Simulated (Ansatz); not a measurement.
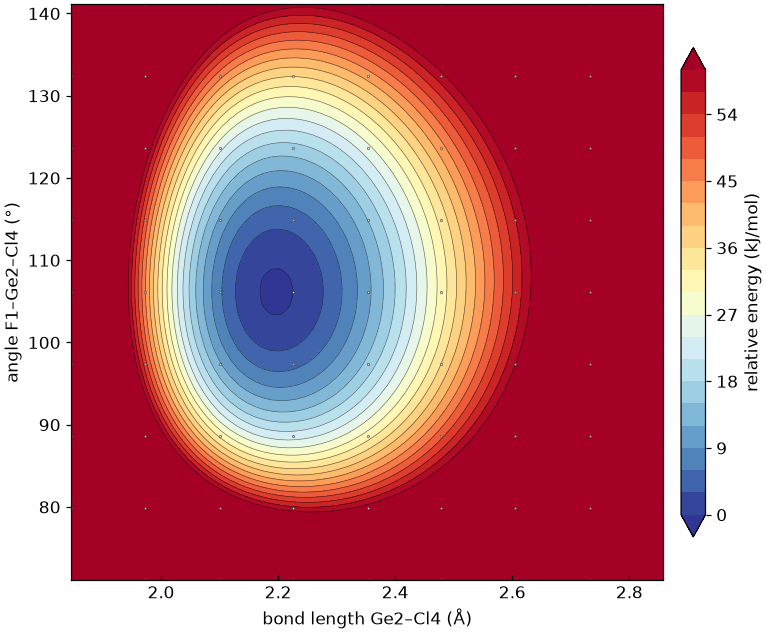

ClFGeHS, SMILES [F][Ge]([SH])[Cl], spin multiplicity 2. 
- The first coordinate is: bond length Ge2–Cl4; the second: angle F1–Ge2–Cl4.
- Nothing is relaxed (all other coordinates rigid).
- Grid: 9 × 9 points.
- Points are written as (first, second).
- Energies: kJ/mol, counted from the lowest grid point.
- The calculation used Ansatz, UKS B3LYP-D4/def2-SVP.

In the figure: filled contours, dots at the grid points, one colour for all values above the top of the scale. Between grid points the surface is interpolated.

### Where is the minimum, and how stiff is the well along each coordinate?

The interpolated minimum is at bond length Ge2–Cl4 ≈ 2.199 Å, angle F1–Ge2–Cl4 ≈ 106.1°. The curvatures there are about 13 eV/Å² and 4.3 eV/rad², with a cross term of about 0 eV/(Å·rad). Round the minimum the two coordinates are nearly uncoupled. (1 eV is 96.5 kJ/mol.)
